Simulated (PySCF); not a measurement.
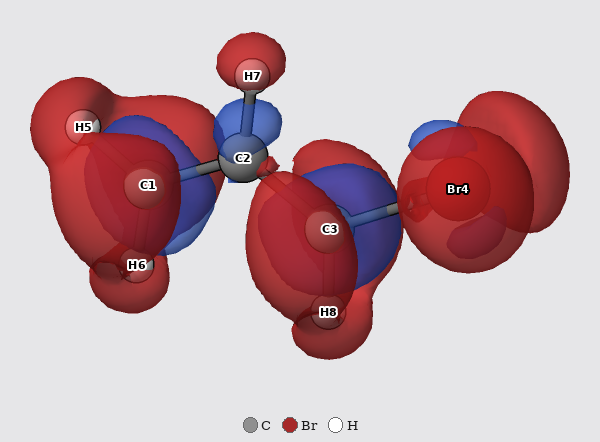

*C₃H₄Br, doublet, SMILES `C=C[CH]Br`. Fukui function f⁻ = ρ(N) − ρ(N−1) at fixed geometry, surfaces at ±0.02 e/Å³ (red positive, blue negative).*

Method: B3LYP/aug-cc-pVDZ; geometry: GFN2-xTB; program: PySCF. No frequency check shows the geometry to be a minimum. GFN2-xTB bond lengths at metals and heavier atoms can be off by up to 0.1 Å and shapes distorted, which carries into these values. GFN2-xTB doesn't know the spin state, so this open-shell geometry is rough.

Input

```python
import numpy as np
from pyscf import gto, scf, dft
from pyscf.scf import atom_ks, atom_hf
from scipy.linalg import block_diag

def solve(mol, dm0=None, hcore=None):
    mf = (dft.UKS if mol.spin else dft.RKS)(mol, xc='b3lyp')
    mf.grids.level = 3
    mf = mf.density_fit(auxbasis='def2-universal-jkfit')
    mf.conv_tol, mf.max_cycle = 1e-8, 80
    if hcore is not None:
        mf.get_hcore = lambda *args: hcore
    mf.kernel(dm0)
    if not mf.converged:
        mf = mf.newton().run(mf.mo_coeff, mf.mo_occ, max_cycle=30)
    assert mf.converged, 'SCF not converged'
    return mf

mol = gto.M(atom='''
C      2.97614     0.01209     0.00000
C      1.66818    -0.37236     0.00000
C      0.61528     0.52047     0.00000
Br    -1.16454    -0.04177     0.00000
H      3.76894    -0.71185     0.00000
H      3.25180     1.05193     0.00000
H      1.43029    -1.42816     0.00000
H      0.75036     1.58880     0.00000
''', basis='aug-cc-pvdz', charge=0, spin=1, verbose=4)
mf = solve(mol)
out = dict(e0=mf.e_tot, dm0=mf.make_rdm1(), c=mf.mo_coeff, occ=mf.mo_occ, eps=mf.mo_energy)
for name, dq, spin in [('cation', 1, 0), ('anion', -1, 0)]:
    ion = mol.copy().set(charge=mol.charge + dq, spin=spin).build()
    mi = solve(ion)
    if spin and dq > 0 and mol.nao < 130:
        c, _, stable, _ = mi.stability(return_status=True)
        if not stable:
            mi = solve(ion, mi.make_rdm1(c, mi.mo_occ))
    print(name, 'vertical energy change / eV', (mi.e_tot - mf.e_tot) * 27.211386)
    out.update({'e_' + name: mi.e_tot, 'dm_' + name: mi.make_rdm1(), 's2_' + name: mi.spin_square()[0], 'eps_' + name: mi.mo_energy, 'occ_' + name: mi.mo_occ})
# spherically averaged free atoms, for the promolecule
atm = atom_ks.get_atm_nrks(mol, xc='b3lyp')
pro = block_diag(*[(atm[a[0]][2] * atm[a[0]][3]) @ atm[a[0]][2].T for a in mol._atom])
np.savez('result.npz', pro=pro, **out)
```

Command:

```sh
OMP_NUM_THREADS=1 python input.py
```

The run took 58 s on 1 thread of Arm Neoverse V2, on a shared host, peak memory 0.63 GiB.

Partitions, critical points and surface values were worked out afterwards from this run's density.

### On which atoms does the density change most on removal of an electron?

f⁻ (Hirshfeld-condensed) is largest on Br4 (0.31), C1 (0.21) and C3 (0.17); the vertical ionisation energy is 7.76 eV (to the singlet cation, which needn't be its lowest state). Condensed values hint at sites of electrophilic attack but needn't mark the atom that reacts. Orbital relaxation makes it negative in places (0.17 e in all).

```tsv
atom	f⁻	charge
C1	+0.21	−0.08
C2	+0.06	−0.06
C3	+0.17	−0.05
Br4	+0.31	0.00
H5	+0.08	+0.05
H6	+0.07	+0.04
H7	+0.04	+0.05
H8	+0.06	+0.05
```
